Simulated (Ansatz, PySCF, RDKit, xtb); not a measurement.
# Si3H6BrF: ranking a sample of isomers, part 2 of 2

Which of a sample of isomers of Si3H6BrF is the most stable in the gas at 298.15 K, and what are its properties? The sample is small against all isomers, and the most stable one of this formula need not be in it.

xtb, Ansatz and PySCF; isolated molecules. Earlier steps stand in the parts before.

**10. c113c at MP2/def2-TZVPP**

input.yaml reads:

```yaml
crystal:
  periodic: [false, false, false]
  atoms:
    - {symbol: Br, position_ang: [1.215631, 2.145648, -0.583573]}
    - {symbol: F, position_ang: [0.668518, 0.848544, 2.236687]}
    - {symbol: Si, position_ang: [0.112575, 0.685557, 0.712511]}
    - {symbol: Si, position_ang: [0.587532, -1.496968, -0.019368]}
    - {symbol: Si, position_ang: [2.883011, -1.975995, 0.237790]}
    - {symbol: H, position_ang: [-1.316730, 1.093554, 0.721720]}
    - {symbol: H, position_ang: [-0.238819, -2.455451, 0.777310]}
    - {symbol: H, position_ang: [0.177494, -1.592937, -1.452642]}
    - {symbol: H, position_ang: [3.254257, -1.869259, 1.678008]}
    - {symbol: H, position_ang: [3.692699, -1.009279, -0.556812]}
    - {symbol: H, position_ang: [3.160481, -3.362147, -0.240344]}
basis:
  gaussian:
    orbitals: def2-TZVPP
magnetization:
  spin_polarized: false
  initial_magnetization: 0
correlation:
  method: mp2
  frozen_orbitals: {Br: 9, Si: 5, H: 0, F: 1}
```

Started as:

```sh
$ ansatz run input.yaml --threads 2 --pin off --max-ram 5220MiB --events-out events.jsonl --progress --plain --runs-dir runs
```

The log of the run:

```text
Warning: RAYON_NUM_THREADS=2 ignored (pool sized by the plan → 2); use --threads N
Functional definition: HF
  name "HF"
  exchange = exact_x
  correlation = 0
1718 factors; integrals over basis functions are off by at most 8.4e-4 eV
mean field evaluation 1: about -96388.6573 eV, gradient 3.1e1 eV
mean field evaluation 2: about -96388.9494 eV, gradient 3.1e1 eV
mean field evaluation 4: about -96391.7988 eV, gradient 3.6e0 eV
mean field evaluation 8: about -96391.8827 eV, gradient 2.7e-1 eV
mean field evaluation 16: about -96391.8831 eV, gradient 1.2e-6 eV
mean field -96391.88309677 eV, -3542.3363670413 hartree, gradient 1.1e-6 eV, S^2 0.000000; 0 other end points of the search recorded, 0 dependent functions left out
25 core orbitals not correlated: weight in the atoms' cores, before any rotation towards them, 1.000 or more for the frozen orbitals, at most 0.000 for the correlated occupied ones
reference -96391.88309677 eV, -3542.3363670413 hartree; 21, 21 occupied and 243, 243 virtual orbitals, 1718 factors
second order -24.31204812 eV of doubles, -0.00000000 eV of singles
Total energy: -96416.19514489 eV, -3543.2298183305 hartree
```

Wall time 9.6 s (2 threads of Intel Xeon Platinum 8488C (Sapphire Rapids), shared host); peak memory 0.86 GiB.

**11. c469a at CCSD(T)/def2-SVP**

input.yaml reads:

```yaml
crystal:
  periodic: [false, false, false]
  atoms:
    - {symbol: Br, position_ang: [-1.387673, 0.889290, -3.059271]}
    - {symbol: F, position_ang: [-1.982884, 0.165932, -0.040486]}
    - {symbol: Si, position_ang: [-0.661755, 0.382073, -0.983600]}
    - {symbol: Si, position_ang: [0.478127, -1.678712, -1.120174]}
    - {symbol: Si, position_ang: [0.512239, 2.259485, -0.170066]}
    - {symbol: H, position_ang: [-0.431531, -2.713053, -1.689085]}
    - {symbol: H, position_ang: [1.667085, -1.506287, -2.004356]}
    - {symbol: H, position_ang: [0.933271, -2.099314, 0.237846]}
    - {symbol: H, position_ang: [0.971069, 2.006143, 1.227639]}
    - {symbol: H, position_ang: [1.700244, 2.491312, -1.041853]}
    - {symbol: H, position_ang: [-0.378961, 3.453613, -0.198759]}
basis:
  gaussian: {orbitals: def2-SVP}
correlation: {method: ccsd_t, frozen_orbitals: {Br: 9, Si: 5, H: 0, F: 1}}
```

Started as:

```sh
$ ansatz run input.yaml --threads 2 --pin off --max-ram 5220MiB --events-out events.jsonl --progress --plain --runs-dir runs
```

The log of the run (excerpt; [...] marks lines left out):

```text
Warning: RAYON_NUM_THREADS=2 ignored (pool sized by the plan → 2); use --threads N
Functional definition: HF
  name "HF"
[...]
1242 factors; integrals over basis functions are off by at most 1.2e-3 eV
[...]
mean field -96371.08812733 eV, -3541.5721660099 hartree, gradient 5.4e-6 eV, S^2 0.000000; 0 other end points of the search recorded, 0 dependent functions left out
25 core orbitals not correlated: weight in the atoms' cores, before any rotation towards them, 1.000 or more for the frozen orbitals, at most 0.000 for the correlated occupied ones
reference -96371.08812733 eV, -3541.5721660099 hartree; 21, 21 occupied and 84, 84 virtual orbitals, 1242 factors
second order -19.31782975 eV of doubles, -0.00000000 eV of singles
cycle   1  -20.21550767 eV  change   -9.0e-1 eV  update   1.1e-1
[...]
cycle   8  -20.89567405 eV  change    5.0e-5 eV  update   4.1e-5
perturbative correction -0.48358135 eV, -0.0177712867 hartree
Total energy: -96392.46738273 eV, -3542.3578391542 hartree
```

It took 14 s on 2 threads of Intel Xeon Platinum 8488C (Sapphire Rapids), shared host; peak memory 0.73 GiB.

**12. Free energies and the winner**

Energies in kcal/mol from c113c; G adds the thermal terms to the CCSD(T)/def2-SVP + MP2/def2-TZVPP - MP2/def2-SVP energy. The columns left of the relaxed level are at the tight-binding geometries.

| label | SMILES | spin | GFN2-xTB | HF/STO-3G | r2SCAN-D4/def2-SVP | B3LYP/def2-SVP | HF/def2-SVP | MP2/def2-SVP | CCSD(T)/def2-SVP + MP2/def2-TZVPP - MP2/def2-SVP | G | share at equilibrium | T1 |
| --- | --- | --- | --- | --- | --- | --- | --- | --- | --- | --- | --- | --- |
| c113c | F[Si@@H](Br)[SiH2][SiH3] | singlet | 0.0 | 0.0 | 0.0 | 0.0 | 0.0 | 0.0 | 0.0 | 0.0 | 89.4 % | 0.011 |
| c469a | F[Si]([SiH3])([SiH3])Br | singlet | 2.0 | -0.6 | 1.2 | 1.7 | 2.7 | 2.8 | 2.3 | 1.3 | 9.7 % | 0.011 |
| c679a | F[SiH2][Si@@H]([SiH3])Br | singlet | -3.2 | 3.1 | 4.4 | 3.6 | 2.4 | 3.6 | 3.2 | 3.0 | 0.6 % | 0.010 |
| c544c | F[SiH2][SiH2][SiH2]Br | singlet | -3.1 | 2.0 | 4.7 | 3.7 | 2.3 | 3.5 | 3.1 | 3.4 | 0.3 % | 0.010 |
| c243a | F[Si@@H]([SiH3])[SiH2]Br | singlet | -3.6 | 3.7 | 7.0 | 5.1 | 4.4 | 6.2 | 5.3 | 5.3 | < 0.1 % | 0.011 |

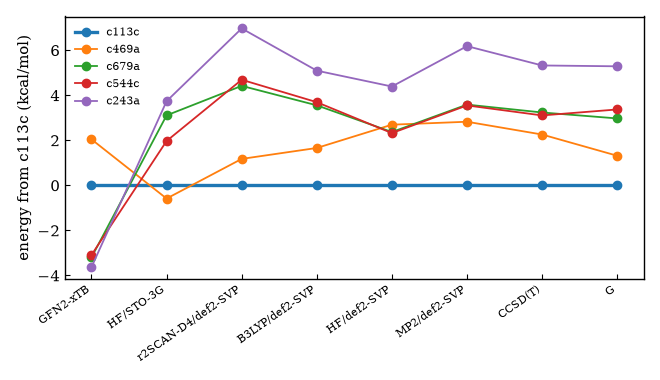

The finalists at each level, measured from c113c.

Lowest found: c113c, `F[Si@@H](Br)[SiH2][SiH3]`, a singlet. Bond lengths: Br1–Si3 2.242 Å, F2–Si3 1.631 Å, Si3–Si4 2.350 Å, Si4–Si5 2.359 Å, Si3–H6 1.486 Å, Si4–H7 1.495 Å, Si4–H8 1.494 Å, Si5–H9 1.491 Å, Si5–H10 1.490 Å, Si5–H11 1.492 Å. Some angles: Br1–Si3–F2 107.9°, Br1–Si3–Si4 109.0°, F2–Si3–Si4 108.4°, Si3–Si4–Si5 110.6°, Br1–Si3–H6 107.3°, F2–Si3–H6 107.1°, Si4–Si3–H6 116.8°, Si3–Si4–H7 108.5°, Si3–Si4–H8 107.6°, Si5–Si4–H7 110.5°.

```xyz
11

Br    1.2156    2.1456   -0.5836
F     0.6685    0.8485    2.2367
Si    0.1126    0.6856    0.7125
Si    0.5875   -1.4970   -0.0194
Si    2.8830   -1.9760    0.2378
H    -1.3167    1.0936    0.7217
H    -0.2388   -2.4555    0.7773
H     0.1775   -1.5929   -1.4526
H     3.2543   -1.8693    1.6780
H     3.6927   -1.0093   -0.5568
H     3.1605   -3.3621   -0.2403
```

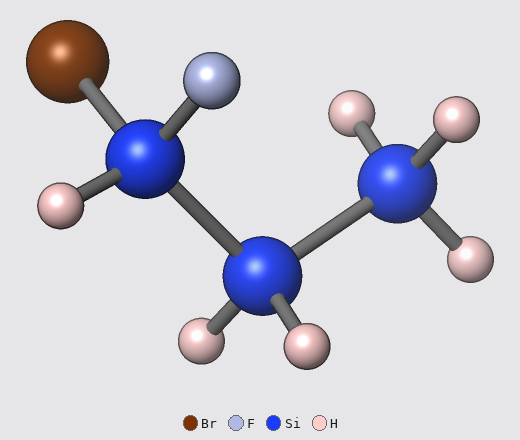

The lowest structure found, seen from a chosen angle (bromine brown, fluorine light blue, silicon blue, hydrogen pink).

**13. Density, orbitals and dipole (PBE0/def2-SVPD)**

input.yaml reads:

```yaml
crystal:
  periodic: [false, false, false]
  atoms:
    - {symbol: Br, position_ang: [1.215631, 2.145648, -0.583573]}
    - {symbol: F, position_ang: [0.668518, 0.848544, 2.236687]}
    - {symbol: Si, position_ang: [0.112575, 0.685557, 0.712511]}
    - {symbol: Si, position_ang: [0.587532, -1.496968, -0.019368]}
    - {symbol: Si, position_ang: [2.883011, -1.975995, 0.237790]}
    - {symbol: H, position_ang: [-1.316730, 1.093554, 0.721720]}
    - {symbol: H, position_ang: [-0.238819, -2.455451, 0.777310]}
    - {symbol: H, position_ang: [0.177494, -1.592937, -1.452642]}
    - {symbol: H, position_ang: [3.254257, -1.869259, 1.678008]}
    - {symbol: H, position_ang: [3.692699, -1.009279, -0.556812]}
    - {symbol: H, position_ang: [3.160481, -3.362147, -0.240344]}
basis:
  gaussian:
    orbitals: def2-SVPD
hamiltonian:
  xc: pbe0
output:
  forces: true
  orbitals: {seedname: orbitals}
```

Started as:

```sh
$ ansatz run input.yaml --threads 2 --pin off --max-ram 5220MiB --events-out events.jsonl --progress --plain --runs-dir runs
```

The log of the run (excerpt; [...] marks lines left out):

```text
Warning: RAYON_NUM_THREADS=2 ignored (pool sized by the plan → 2); use --threads N
Functional definition: PBE0
  name "PBE0"
[...]
1778 factors; integrals over basis functions are off by at most 1.1e-3 eV
[...]
mean field -96458.18710367 eV, -3544.7729943523 hartree, gradient 3.3e-5 eV, S^2 0.000000; 0 other end points of the search recorded, 0 dependent functions left out
[...]
reference -96458.18715291 eV, -3544.7729961618 hartree; 46, 46 occupied and 138, 138 virtual orbitals, 1778 factors
Total energy: -96458.18715291 eV, -3544.7729961618 hartree
Atom 0 at     1.215631     2.145648    -0.583573 Å, force    -0.098331    -0.121469     0.134562 eV/Å
Atom 1 at     0.668518     0.848544     2.236687 Å, force     0.079656     0.074487     0.252191 eV/Å
Atom 2 at     0.112575     0.685557     0.712511 Å, force     0.040555    -0.089221    -0.422180 eV/Å
Atom 3 at     0.587532    -1.496968    -0.019368 Å, force     0.128423     0.030414     0.022195 eV/Å
Atom 4 at     2.883011    -1.975995     0.237790 Å, force    -0.100719     0.053867     0.000996 eV/Å
Atom 5 at    -1.316730     1.093554     0.721720 Å, force    -0.007374     0.043253     0.019989 eV/Å
Atom 6 at    -0.238819    -2.455451     0.777310 Å, force    -0.027577     0.000837     0.028492 eV/Å
Atom 7 at     0.177494    -1.592937    -1.452642 Å, force    -0.015944     0.015137    -0.028360 eV/Å
Atom 8 at     3.254257    -1.869259     1.678008 Å, force    -0.000597    -0.000068     0.024049 eV/Å
Atom 9 at     3.692699    -1.009279    -0.556812 Å, force     0.011336     0.018612    -0.019479 eV/Å
Atom 10 at     3.160481    -3.362147    -0.240344 Å, force    -0.009428    -0.025849    -0.012456 eV/Å
Dipole moment:    -0.131719    -0.322483    -0.156215 e Å
```

It took 7.2 s on 2 threads of Intel Xeon Platinum 8488C (Sapphire Rapids), shared host; peak memory 0.64 GiB.

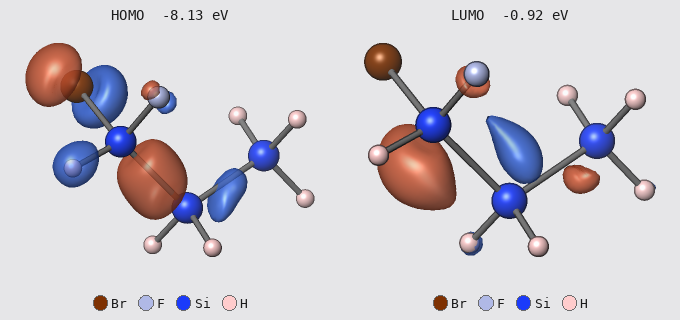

Frontier orbitals of this run, surfaces at ±0.2 Å^-3/2.

**14. Electronic excitations (TD-PBE0/def2-SVPD)**

An in-house driver calls PySCF's response routines at TD-PBE0/def2-SVPD; it has no typed input.

The log of the run:

```text
coarse grid: 46704 points
cycle   1  E = -3544.7226478306  dE = -1.073e+00  |g| = 5.066e-01  |ddm| = 3.708e+00
cycle   2  E = -3544.6473256055  dE =  7.532e-02  |g| = 8.412e-01  |ddm| = 1.286e+00
cycle   3  E = -3544.7725253025  dE = -1.252e-01  |g| = 5.242e-02  |ddm| = 7.244e-01
cycle   4  E = -3544.7729764942  dE = -4.512e-04  |g| = 2.363e-02  |ddm| = 1.176e-01
cycle   5  E = -3544.7731527102  dE = -1.762e-04  |g| = 6.633e-03  |ddm| = 4.417e-02
cycle   6  E = -3544.7731609078  dE = -8.198e-06  |g| = 5.723e-04  |ddm| = 9.455e-03
final grid: 92688 points
cycle   7  E = -3544.7730799533  dE = -7.846e-08  |g| = 5.183e-04  |ddm| = 4.233e-03
cycle   8  E = -3544.7730799609  dE = -7.638e-09  |g| = 5.041e-04  |ddm| = 1.492e-03
cycle   9  E = -3544.7730800218  dE = -6.091e-08  |g| = 4.974e-05  |ddm| = 7.428e-04
cycle  10  E = -3544.7730800225  dE = -6.667e-10  |g| = 8.336e-06  |ddm| = 7.337e-05
converged SCF energy = -3544.7730800225

Static polarisability (au): isotropic 110.136, principal 91.511 110.200 128.696

Singlet excitations
state   eV       nm        f      main configurations
  1   6.0467    205.0   0.06099   H->L 0.87
  2   6.1423    201.9   0.01776   H->L+1 0.88
  3   6.7126    184.7   0.00442   H-1->L 0.69, H-1->L+1 0.18, H->L+2 0.10
  4   6.7945    182.5   0.02400   H-2->L+1 0.38, H-1->L+1 0.34, H->L+2 0.16
  5   6.8610    180.7   0.04690   H->L+2 0.37, H-2->L 0.26, H-2->L+1 0.19
  6   6.9107    179.4   0.01640   H-2->L 0.38, H-2->L+1 0.23, H-1->L+1 0.20
  7   6.9843    177.5   0.17490   H-2->L 0.27, H->L+2 0.17, H-1->L+1 0.16
  8   7.1361    173.7   0.04007   H->L+4 0.73, H->L+3 0.10

Triplet excitations (Tamm-Dancoff, eV): 5.3656 5.5189 6.0812
```

Run time: 17 s. Hardware: 2 threads of Intel Xeon Platinum 8488C (Sapphire Rapids), shared host; peak memory 0.76 GiB.

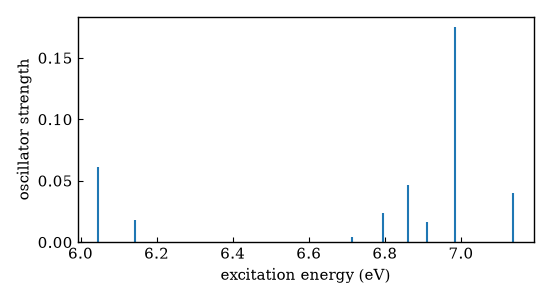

Vertical excitations as sticks.

The roots found:

| excited state | energy (eV) | strength |
| --- | --- | --- |
| 1 | 6.047 | 0.0610 |
| 2 | 6.142 | 0.0178 |
| 3 | 6.713 | 0.0044 |
| 4 | 6.795 | 0.0240 |
| 5 | 6.861 | 0.0469 |
| 6 | 6.911 | 0.0164 |
| 7 | 6.984 | 0.1749 |
| 8 | 7.136 | 0.0401 |

**15. NMR shieldings (GIAO PBE0/pcSseg-1)**

An in-house driver calls PySCF's response routines at GIAO PBE0/pcSseg-1; it has no typed input.

The log of the run:

```text
coarse grid: 46704 points
cycle   1  E = -3545.0471073863  dE = -1.193e+00  |g| = 8.610e-01  |ddm| = 3.032e+00
cycle   2  E = -3544.9717889073  dE =  7.532e-02  |g| = 9.585e-01  |ddm| = 1.144e+00
cycle   3  E = -3545.0998616275  dE = -1.281e-01  |g| = 2.535e-01  |ddm| = 8.698e-01
cycle   4  E = -3545.1086988686  dE = -8.837e-03  |g| = 3.266e-02  |ddm| = 1.673e-01
cycle   5  E = -3545.1088197923  dE = -1.209e-04  |g| = 8.128e-03  |ddm| = 3.511e-02
cycle   6  E = -3545.1088401695  dE = -2.038e-05  |g| = 2.692e-03  |ddm| = 1.319e-02
cycle   7  E = -3545.1088416818  dE = -1.512e-06  |g| = 5.629e-04  |ddm| = 3.373e-03
final grid: 92688 points
cycle   8  E = -3545.1087953956  dE = -2.816e-08  |g| = 6.705e-04  |ddm| = 1.656e-03
cycle   9  E = -3545.1087953806  dE =  1.492e-08  |g| = 7.823e-04  |ddm| = 1.385e-03
cycle  10  E = -3545.1087954545  dE = -7.385e-08  |g| = 7.697e-05  |ddm| = 6.849e-04
cycle  11  E = -3545.1087954555  dE = -1.060e-09  |g| = 1.077e-05  |ddm| = 6.619e-05
cycle  12  E = -3545.1087954556  dE = -1.819e-11  |g| = 2.435e-06  |ddm| = 1.288e-05
converged SCF energy = -3545.1087954556

GIAO shielding tensors (ppm)
atom      isotropic    diamagn.    paramagn.     s11        s22        s33       span
  0 Br    2482.037    3125.965    -643.928   1992.563   2666.982   2786.567    794.004
  1 F      341.481     468.469    -126.988    278.825    327.176    418.443    139.618
  2 Si     308.675     876.046    -567.371    263.722    311.774    350.531     86.808
  3 Si     457.940     881.479    -423.539    449.096    456.149    468.576     19.480
  4 Si     460.413     878.932    -418.520    458.460    459.147    463.631      5.171
  5 H       24.793      28.216      -3.423     21.180     22.708     30.490      9.310
  6 H       27.720      29.483      -1.763     24.197     25.139     33.824      9.627
  7 H       27.921      29.855      -1.934     24.508     26.142     33.112      8.604
  8 H       27.535      27.793      -0.259     24.002     25.877     32.724      8.722
  9 H       27.463      28.075      -0.612     23.427     27.013     31.949      8.521
 10 H       27.561      27.360       0.201     24.110     24.956     33.616      9.506
```

It took 13 s on 2 threads of Intel Xeon Platinum 8488C (Sapphire Rapids), shared host; peak memory 1.1 GiB.

Isotropic shieldings, averaged over atoms that the bond graph makes equivalent (absolute, not shifts; non-relativistic, which misses 10 ppm and more beside bromine and heavier atoms):

| atoms | shielding (ppm) |
| --- | --- |
| Br1 | 2482.0 |
| F2 | 341.5 |
| Si3 | 308.7 |
| Si4 | 457.9 |
| Si5 | 460.4 |
| H6 | 24.79 |
| H7, H8 | 27.82 |
| H9, H10, H11 | 27.52 |

**16. The cation at the same geometry (PBE0/def2-SVPD)**

Edit input.yaml of step 13 so:

```diff
@@ -15,8 +15,5 @@
 basis:
-  gaussian:
-    orbitals: def2-SVPD
-hamiltonian:
-  xc: pbe0
-output:
-  forces: true
-  orbitals: {seedname: orbitals}
+  gaussian: {orbitals: def2-SVPD}
+hamiltonian: {xc: pbe0}
+magnetization: {spin_polarized: true, initial_magnetization: 1}
+total_charge: 1
```

Started as:

```sh
$ ansatz run input.yaml --threads 2 --pin off --max-ram 5220MiB --events-out events.jsonl --progress --plain --runs-dir runs
```

The log of the run:

```text
Warning: RAYON_NUM_THREADS=2 ignored (pool sized by the plan → 2); use --threads N
Functional definition: PBE0
  name "PBE0"
  parameter a = 0.25
  parameter kappa = 0.804
  parameter beta = 0.06672455060314922
  exchange = (1 - a)*pbe_x(kappa = kappa, mu = beta*pi^2/3) + a*exact_x
  correlation = pbe_c(beta = beta)
1778 factors; integrals over basis functions are off by at most 1.1e-3 eV
mean field evaluation 1: about -96443.5312 eV, gradient 3.8e1 eV
mean field evaluation 2: about -96407.9958 eV, gradient 1.0e2 eV
mean field evaluation 4: about -96448.1709 eV, gradient 4.0e0 eV
mean field evaluation 8: about -96448.3020 eV, gradient 7.0e-1 eV
mean field evaluation 16: about -96448.3060 eV, gradient 3.2e-3 eV
mean field evaluation 32: about -96448.2379 eV, gradient 2.9e0 eV
mean field -96448.30599343 eV, -3544.4098702489 hartree, gradient 3.9e-5 eV, S^2 0.756830; 4 other end points of the search recorded, 0 dependent functions left out
reference -96448.30604808 eV, -3544.4098722570 hartree; 46, 45 occupied and 138, 139 virtual orbitals, 1778 factors
Total energy: -96448.30604808 eV, -3544.4098722570 hartree
```

It took 17 s on 2 threads of Intel Xeon Platinum 8488C (Sapphire Rapids), shared host; peak memory 0.91 GiB.

Difference from the parent: 9.88 eV.

**17. The anion at the same geometry (PBE0/def2-SVPD)**

Edit input.yaml of step 16 so:

```diff
@@ -1 +1,3 @@
+basis:
+  gaussian: {orbitals: def2-SVPD}
 crystal:
@@ -14,6 +16,5 @@
     - {symbol: H, position_ang: [3.160481, -3.362147, -0.240344]}
-basis:
-  gaussian: {orbitals: def2-SVPD}
+total_charge: -1
+magnetization: {spin_polarized: true, initial_magnetization: 1}
 hamiltonian: {xc: pbe0}
-magnetization: {spin_polarized: true, initial_magnetization: 1}
-total_charge: 1
+scf: {lower_state_search: off}
```

Started as:

```sh
$ ansatz run input.yaml --threads 2 --pin off --max-ram 5220MiB --events-out events.jsonl --progress --plain --runs-dir runs
```

The log of the run (excerpt; [...] marks lines left out):

```text
Warning: RAYON_NUM_THREADS=2 ignored (pool sized by the plan → 2); use --threads N
Functional definition: PBE0
  name "PBE0"
[...]
1778 factors; integrals over basis functions are off by at most 1.1e-3 eV
[...]
mean field -96457.67924779 eV, -3544.7543309931 hartree, gradient 8.4e-6 eV, S^2 0.753252; 0 other end points of the search recorded, 0 dependent functions left out
reference -96457.67930062 eV, -3544.7543329343 hartree; 47, 46 occupied and 137, 138 virtual orbitals, 1778 factors
Total energy: -96457.67930062 eV, -3544.7543329343 hartree
Checks for a lower state left out: stability, starts, cluster_reference, orbital_swaps, neighbouring_geometries, increment
```

Run time: 12 s. Hardware: 2 threads of Intel Xeon Platinum 8488C (Sapphire Rapids), shared host; peak memory 0.71 GiB.

Parent less the species with the added electron: -0.51 eV. The extra electron isn't bound at this geometry, so the number measures the basis, not the molecule.

**18. The triplet at the same geometry (PBE0/def2-SVPD)**

Edit input.yaml of step 17 so:

```diff
@@ -1,3 +1 @@
-basis:
-  gaussian: {orbitals: def2-SVPD}
 crystal:
@@ -16,5 +14,9 @@
     - {symbol: H, position_ang: [3.160481, -3.362147, -0.240344]}
-total_charge: -1
-magnetization: {spin_polarized: true, initial_magnetization: 1}
-hamiltonian: {xc: pbe0}
-scf: {lower_state_search: off}
+basis:
+  gaussian:
+    orbitals: def2-SVPD
+magnetization:
+  spin_polarized: true
+  initial_magnetization: 2
+hamiltonian:
+  xc: {name: PBE0}
```

Started as:

```sh
$ ansatz run input.yaml --threads 2 --pin off --max-ram 5220MiB --events-out events.jsonl --progress --plain --runs-dir runs
```

The log of the run:

```text
Warning: RAYON_NUM_THREADS=2 ignored (pool sized by the plan → 2); use --threads N
Functional definition: PBE0
  name "PBE0"
  parameter a = 0.25
  parameter kappa = 0.804
  parameter beta = 0.06672455060314922
  exchange = (1 - a)*pbe_x(kappa = kappa, mu = beta*pi^2/3) + a*exact_x
  correlation = pbe_c(beta = beta)
1778 factors; integrals over basis functions are off by at most 1.1e-3 eV
mean field evaluation 1: about -96450.3041 eV, gradient 2.4e1 eV
mean field evaluation 2: about -96443.4962 eV, gradient 5.1e1 eV
mean field evaluation 4: about -96452.6417 eV, gradient 3.9e0 eV
mean field evaluation 8: about -96452.7920 eV, gradient 4.3e-1 eV
mean field evaluation 16: about -96452.7973 eV, gradient 1.9e-2 eV
mean field evaluation 32: about -96452.7976 eV, gradient 3.0e-4 eV
mean field evaluation 64: about -96452.6131 eV, gradient 5.5e-1 eV
mean field -96452.79757467 eV, -3544.5749328147 hartree, gradient 5.5e-6 eV, S^2 2.006679; 7 other end points of the search recorded, 0 dependent functions left out
reference -96452.79763299 eV, -3544.5749349581 hartree; 47, 45 occupied and 137, 139 virtual orbitals, 1778 factors
Total energy: -96452.79763299 eV, -3544.5749349581 hartree
```

It took 34 s on 2 threads of Intel Xeon Platinum 8488C (Sapphire Rapids), shared host; peak memory 0.97 GiB.

It lies 5.39 eV above the singlet.

**19. Outcome**

This closing draws on all 2 parts.

| quantity | value |
| --- | --- |
| lowest structure found | F[Si@@H](Br)[SiH2][SiH3], singlet |
| next finalist | F[Si]([SiH3])([SiH3])Br, singlet, 1.3 kcal/mol higher in G |
| share at equilibrium, among the finalists | 89.4 % |
| funnel | 14 starts, 12 minima at GFN2-xTB, 11 screening runs, 5 relaxed, 5 ranked |
| CPU time of all runs | 14 min |
| dipole moment (PBE0/def2-SVPD) | 1.83 D |
| HOMO energy (PBE0/def2-SVPD) | -8.13 eV |
| LUMO energy (PBE0/def2-SVPD) | -0.92 eV |
| HOMO–LUMO gap (PBE0/def2-SVPD) | 7.22 eV |
| lowest excitation (TD-PBE0/def2-SVPD) | 6.05 eV (f = 0.061) |
| strongest of the states computed, same level | 6.98 eV (f = 0.175) |
| lowest triplet excitation, same level, Tamm-Dancoff | 5.37 eV |
| vertical ionisation energy | 9.88 eV |
| vertical electron affinity | -0.51 eV (unbound: the value depends on the basis) |
| vertical triplet less singlet | +5.39 eV |

The lowest structure found is `F[Si@@H](Br)[SiH2][SiH3]`. Its margin of 1.3 kcal/mol is inside the likely error of CCSD(T)/def2-SVP + MP2/def2-TZVPP - MP2/def2-SVP with harmonic terms (about 1.5 kcal/mol), so the order of the first two is not settled. r2SCAN-D4/def2-SVP, B3LYP/def2-SVP, HF/def2-SVP and MP2/def2-SVP already put its bonding pattern lowest among the structures in one piece; GFN2-xTB favours the singlet F[Si@@H]([SiH3])[SiH2]Br (c243b, not a finalist); HF/STO-3G favours the singlet F[Si]([SiH3])([SiH3])Br. The largest share of the time went into the relaxations (40 %). 3 minima inside the window were never screened. Lowest found is not proven lowest: the search is finite, and each finalist counts with one conformer. Only 5 drawn patterns were tried, so whole families of isomers are missing, and the result ranks this sample alone.
